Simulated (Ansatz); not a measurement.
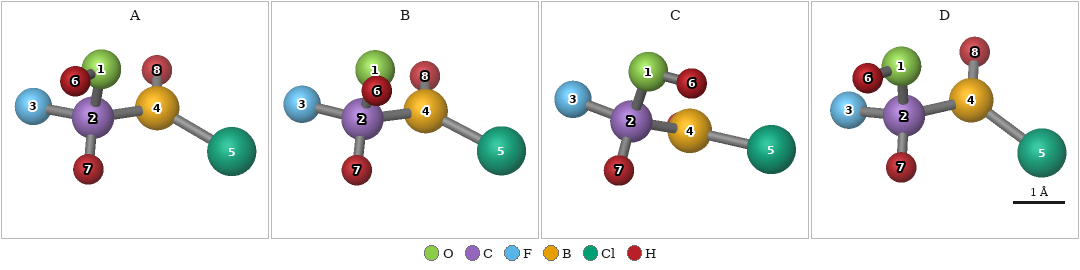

4 geometries from a converged minimum-energy path of CH3BClFO, shuffled. Style: ball-and-stick. Shown at a tilt.

Computed with RKS B3LYP-D4/def2-SVP (Ansatz 0.2.0). Settings: 7 movable images; climbing image; force threshold 0.05 eV/Å; iteration limit 37; starting path through a guess of the saddle point.

Question: Which frame is the transition state?

Answer: C. In order along the path, whose images run from 0 to 8: D (image 1, +0.06 kcal/mol), A (image 2, +0.46 kcal/mol), B (image 3, +2.34 kcal/mol), C (image 5, +4.39 kcal/mol). The motion is a rotation about the C2–B4 bond by about 150°, with a turn of about 205° about O1–C2. No bond forms or breaks between the ends. Among the angles between lasting bonds that change up to the highest image: F3–C2–B4 104.8° → 110.3°, O1–C2–F3 111.0° → 106.1°.
